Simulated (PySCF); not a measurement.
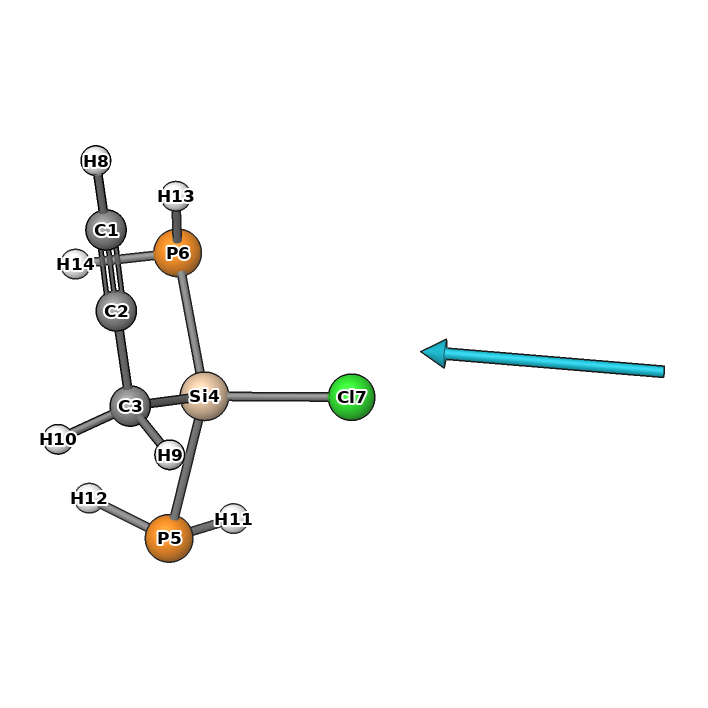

The arrow beside the molecule shows the direction of the dipole moment, from the negative to the positive end (its length means nothing). The computed structure is the end point of a GFN2-xTB optimisation. No frequency run is at hand to confirm it as a minimum. Properties computed with PBE0/pcSseg-1, gas phase (PySCF 2.14.0).

How large is the dipole moment?

Answer. 1.92 D; it points from the side of Cl7 to the side of H14 (the outermost atoms at the two ends).

The geometry is semi-empirical. Around P, Si such bond lengths and angles can be off by a tenth of an ångström or more and by several degrees, and values that hang on the shape move with them.
